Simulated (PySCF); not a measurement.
C2H9InO3, singlet at its GFN2-xTB optimised geometry (Å):

```
15

In    -0.3694     0.2145     0.0000
H     -1.2976     1.6016     0.0000
O      1.5828     0.2145     0.0000
H      1.8802    -0.4603    -0.6095
O     -0.9767    -1.5394    -0.6220
H     -1.8802    -1.6016    -0.9215
C      0.1990     1.0060     3.0426
O     -0.4338    -0.0847     2.4061
C      0.1611    -1.3222     2.7435
H      1.2501     1.0760     2.7459
H     -0.3233     1.9063     2.7210
H      0.1252     0.9016     4.1308
H      0.0167    -1.5317     3.8094
H      1.2307    -1.3192     2.5091
H     -0.3343    -2.0825     2.1396
```

Computed with PySCF 2.14.0 with PBE0/def2-TZVP, def2 effective core potentials past Kr. The core electrons that the potentials of In replace are not part of the density. Cells within 0.4 Å of a nucleus heavier than hydrogen are left out (blank, or x).

Map of the log10 of the electron density (e/bohr³), floored at −4 on the plane z = 0.0 Å:

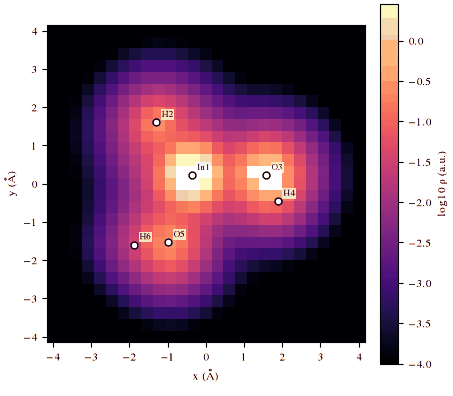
Log10 of the electron density (e/bohr³), floored at −4 on the plane z = 0.0 Å.
